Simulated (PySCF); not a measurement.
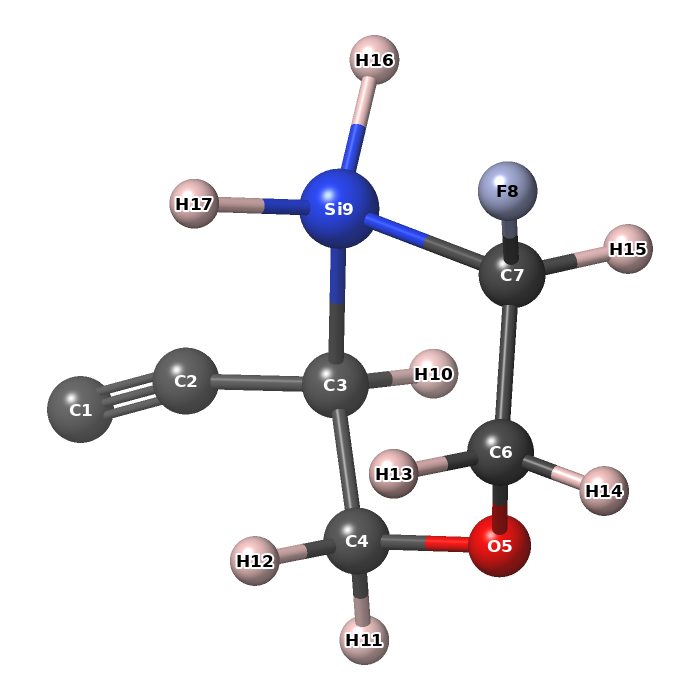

Charge 0, doublet. Computed geometry: GFN2-xTB optimisation. No frequency run is at hand to confirm it as a minimum. Method: UKS B3LYP, pcH-1 on C F H O Si, non-relativistic (PySCF 2.14.0).

Give the isotropic hyperfine couplings (Fermi-contact term alone) of C1, C2, C3, C4, O5, C6, C7, F8, Si9, H10, H11, H12, H13, H14, H15, H16, H17.

```csv
atom,isotope,a_iso (MHz)
C1,13C,495.9
C2,13C,54.2
C3,13C,−1.6
C4,13C,−4.2
O5,17O,0.3
C6,13C,−0.7
C7,13C,12.5
F8,19F,10.6
Si9,29Si,−20.4
H10,1H,11.4
H11,1H,5.9
H12,1H,0.7
H13,1H,0.9
H14,1H,0.8
H15,1H,1.5
H16,1H,0.1
H17,1H,−1.7
```

The geometry is semi-empirical. Around Si such bond lengths and angles can be off by a tenth of an ångström or more and by several degrees, and values that hang on the shape move with them.
